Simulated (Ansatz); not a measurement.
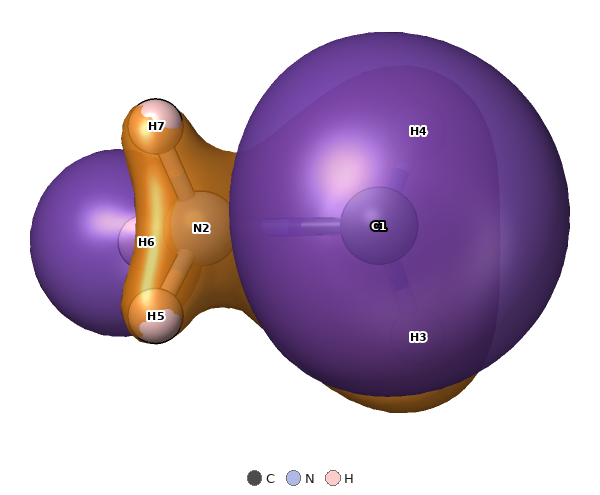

Figure 1: CH5N. The HOMO at ±0.08 Å⁻³ᐟ² (orange and purple are the two phases), seen across its widest extent.

Geometry: r2SCAN-D4/def2-SVP.

The calculation used Ansatz, isolated molecule in a Gaussian basis; Kohn-Sham density functional theory, functional PBE0.

```yaml
atoms:
  - { symbol: C, position_ang: [-0.3179, -1.2247, -0.5679] }
  - { symbol: N, position_ang: [-1.0097, -0.0383, 0.0994] }
  - { symbol: H, position_ang: [-0.5795, -1.1054, -1.6391] }
  - { symbol: H, position_ang: [0.7584, -0.9657, -0.5008] }
  - { symbol: H, position_ang: [-2.0210, -0.1856, 0.0501] }
  - { symbol: H, position_ang: [-0.8611, 0.9653, -0.1985] }
  - { symbol: H, position_ang: [-0.7890, -0.0568, 1.0982] }
```

What is the character of this orbital?

Answer. Its weight (Hirshfeld) is mainly on C1 (about 75 %), N2 (about 5 %), H3 (about 5 %) and H4 (about 5 %). Its energy is −4.40 eV.
